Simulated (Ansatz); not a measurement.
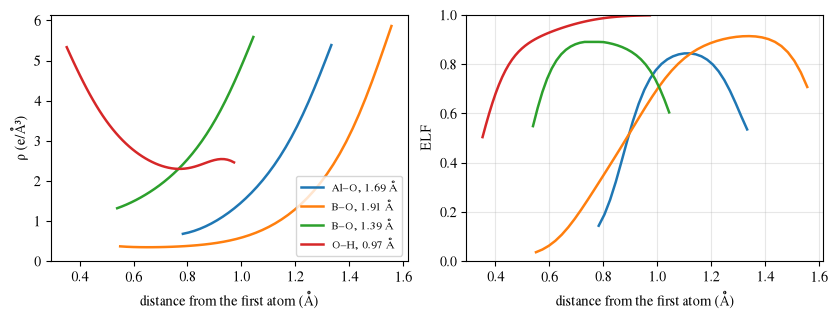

Figure. AlBH4O···H2O. Electron density and electron localisation function along straight lines between neighbouring atoms. The curves leave out the atomic cores.

All numbers below come from RKS B3LYP/6-31G* (Ansatz 0.2.0).

| atom | x (Å) | y (Å) | z (Å) |
| --- | --- | --- | --- |
| B | 0.0022 | 0.5143 | 0.2564 |
| O | -0.6106 | -1.0072 | 1.2445 |
| H | -1.4254 | -0.6883 | 1.6689 |
| H | 0.8609 | -0.0533 | -0.3680 |
| H | -1.0507 | 0.7539 | -0.2825 |
| O | 0.4015 | 1.3468 | 1.2982 |
| Al | 1.0401 | 2.7488 | 1.9996 |
| H | 1.1477 | 2.7455 | 3.5821 |
| H | 1.4900 | 3.9758 | 1.1035 |
| H | 0.0462 | -1.0421 | 1.9623 |

> What can be read from the curves?

Al–O (1.69 Å): the density is about 0.81 e/Å³ at the midpoint; the ELF peaks at about 0.85 in the valence shell of O, 0.6 Å from its nucleus, and is about 0.30 at the midpoint.
B1···O2 (1.91 Å): the density falls to about 0.35 e/Å³ on the way; the ELF peaks at about 0.90 in the valence shell of O, 0.6 Å from its nucleus, and is about 0.65 at the midpoint.
B–O (1.39 Å): ρ is about 1.9 e/Å³ halfway; the ELF peaks at about 0.90 between the atoms (a polar covalent bond).
O–H (0.97 Å): ρ is about 3.6 e/Å³ halfway; the ELF climbs to about 1 towards the hydrogen, as it does in any bond to H (a covalent bond by its length).
